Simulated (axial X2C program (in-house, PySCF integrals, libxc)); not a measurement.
# Relativistic diatomic calculation for TeP

System: TeP, single determinant with M_S = 1/2 and |Λ| = 1.
Method: HF, spin-free X2C-1e, Te dyall-cv3z, P dyall-v3z (cores contracted) (axial X2C program (in-house, PySCF integrals, libxc)).

## Key numbers

- outcome: converged
- bond length rₑ: 2.360 Å
- ωₑ: 348.6 cm⁻¹
- energy at the minimum: −7132.51340 hartree
- depth below the fragments: 0.78 eV
- largest ⟨S²⟩ along the curve: 2.02
- hardware: 1 thread of Arm Neoverse V1, 24 GiB of memory available, shared host
- wall time: 4.6 s
- peak memory: 0.69 GiB

## Remarks

Hartree–Fock lacks correlation, so it usually binds too weakly. ⟨S²⟩ reaches 2.02 where a pure state of this multiplicity has 0.75, so the determinant is spin-contaminated.

## The input
```
{"zs": [52, 15], "q": 0, "bas": ["dyall-cv3z", "dyall-v3z"], "levels": ["PBE0", "HF", "M06"], "cc": true, "r0": 2.3, "thr": -1.0, "nmax": 90, "npts": 10, "nst": 2, "ntry": 6}
```

The line is the task of a batch: nuclear charges, charge, bases, the levels to run, a first guess of the distance and further settings. This report covers HF without spin-orbit coupling. The log is that of the reference distance 2.255 Å.

The run was one of a batch that the task file lists, launched with:
```bash
python <driver script> task.json out
```

## Output
```
spin-free X2C-1e  HF
basis functions 170  fitting functions 922  grid points 5081
iter        total energy     max residual
   1      -7132.470720573     3.44e-01
   2      -7132.496400272     8.69e-03
   3      -7132.498193645     2.07e-02
   4      -7132.499747800     1.44e-02
   5      -7132.503304972     1.40e-02
   6      -7132.505934017     2.10e-02
   7      -7132.509775641     2.38e-02
   8      -7132.510612608     3.99e-03
   9      -7132.510743946     2.79e-03
  10      -7132.510771218     1.50e-03
  11      -7132.510777674     2.38e-04
  12      -7132.510778606     2.13e-04
  13      -7132.510778761     3.97e-05
  14      -7132.510778785     1.19e-05
  15      -7132.510778788     8.99e-06
  16      -7132.510778789     2.52e-06
converged
one-electron -10158.46366140  Coulomb 3040.50221974  exact exchange -197.59067838  xc functional 0.00000000  nuclear repulsion 183.04134125
correlated 11  virtual 217  natural virtual 90  E(MP2) -0.226759910  MP2 remainder -0.006621814
iter   CCSD correlation   residual
   1     -0.240523242   1.44e-01
   2     -0.250541096   7.72e-02
   3     -0.254957627   5.33e-02
   4     -0.259457718   3.91e-02
   5     -0.261120433   1.68e-02
   6     -0.261536076   6.91e-03
   7     -0.261736630   2.98e-03
   8     -0.261699234   1.36e-03
   9     -0.261710805   6.23e-04
  10     -0.261704617   3.05e-04
  11     -0.261705586   1.58e-04
  12     -0.261706843   7.26e-05
  13     -0.261707090   3.39e-05
  14     -0.261707874   1.44e-05
  15     -0.261708124   6.25e-06
  16     -0.261708336   3.03e-06
  17     -0.261708426   1.51e-06
  18     -0.261708472   8.58e-07
  19     -0.261708509   4.75e-07
  20     -0.261708525   2.29e-07
(T) -0.01677912901339301  T1 0.1078  D1 0.2523  max T2 0.133
```

## The points of the curve

| R (Å) | E (hartree) | dipole (D; origin at the first atom, positive when the second is positive) | highest filled (eV) | lowest empty (eV) |
| --- | --- | --- | --- | --- |
| 1.962 | −7132.453500 | −0.68 | −7.27 | −0.32 |
| 2.052 | −7132.482788 | −0.48 | −7.46 | −0.54 |
| 2.120 | −7132.496647 | −0.37 | −7.57 | −0.60 |
| 2.187 | −7132.505581 | −0.28 | −7.67 | −0.62 |
| 2.255 | −7132.510779 | −0.19 | −7.76 | −0.63 |
| 2.334 | −7132.513255 | −0.09 | −7.85 | −0.62 |
| 2.413 | −7132.512867 | 0.02 | −7.93 | −0.61 |
| 2.514 | −7132.509454 | 0.15 | −8.01 | −0.58 |
| 2.638 | −7132.502772 | 0.32 | −8.06 | −0.53 |
| 2.819 | −7132.493272 | 0.45 | −8.09 | −0.46 |

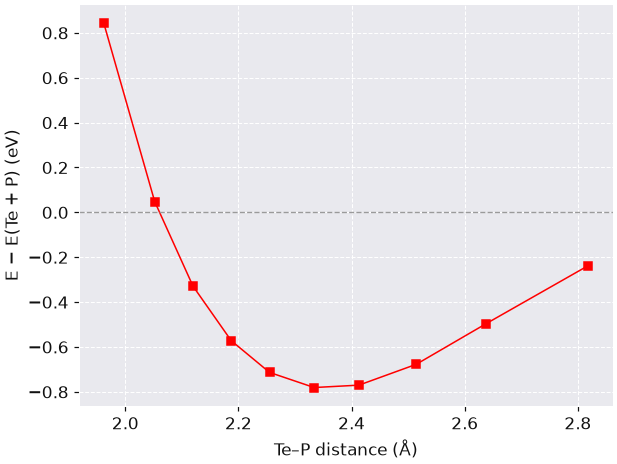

**Figure 1.** Energy at 10 bond lengths, for one set of occupations held fixed; the line joins the points. A polynomial of degree 6 through 9 points gives rₑ = 2.360 Å, ωₑ = 348.6 cm⁻¹, ωₑxₑ = 1.3 cm⁻¹ and Bₑ = 0.1210 cm⁻¹. The minimum lies 0.78 eV below Te + P, each computed as one determinant at the same level.

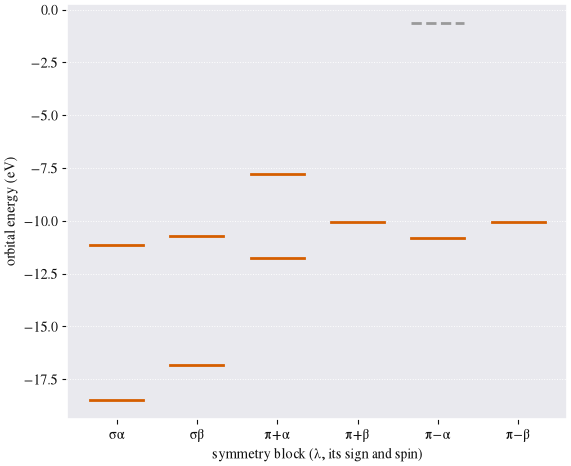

**Figure 2.** Orbital energies near the frontier at 2.25 Å, filled (solid) and empty (dashed); a label such as π−α means λ = −1 and α spin. The highest filled orbital (π+α; 68 % Te p, 24 % P p) lies at −7.76 eV, the lowest empty one (π−α; 79 % Te p, 13 % P p) at −0.63 eV.
